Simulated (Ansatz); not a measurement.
Relaxed CuI (zinc blende):

```
CELL_PARAMETERS angstrom
      0.00000     6.02303     6.02303
      3.01151     0.00000     3.01151
      3.01151     3.01151     0.00000
ATOMIC_POSITIONS crystal
  I  0.37500 0.75000 0.75000
  I  0.87500 0.75000 0.75000
  Cu 0.00000 0.00000 0.00000
  Cu 0.50000 0.00000 0.00000
```

Scan: atom 2 (I, nearest neighbour Cu at 2.608 Å; its periodic images, 4.3 Å or more away, move with it) is displaced towards the nearest neighbour, direction (0.577, 0.577, 0.577) in Cartesian axes, by s. The other atoms stay.

Calculation: r2SCAN (plane waves to 500 eV, PAW, scalar-relativistic; Ansatz, an electronic-structure program). k mesh 4×8×8 (Γ-centred), Fermi-Dirac smearing 0.05 eV. E stands for the smeared free energy. CuI is run without spin polarisation. CuI was relaxed with its symmetry unable to fall. Spin-orbit coupling is left out, though I is heavy. The zero of ΔE is the undisplaced structure.

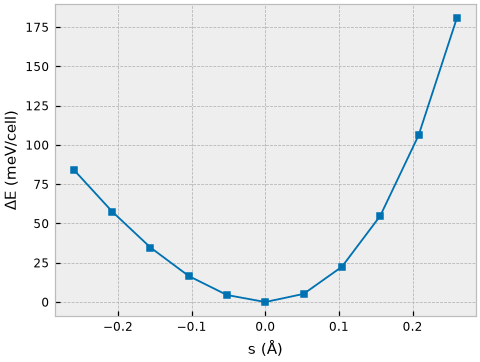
Figure. ΔE (meV/cell) against s (Å); computed points joined by lines.

Is the energy the same for displacements of ±0.260 Å, and if not, which side lies higher?

Not even: the positive side lies higher at ±0.260 Å.

What is the energy change at s = 0.260 Å?

About 180 meV/cell.

(For displaced atoms, the force is minus the slope of the energy, and its curvature is a force constant, which sets phonon frequencies.)
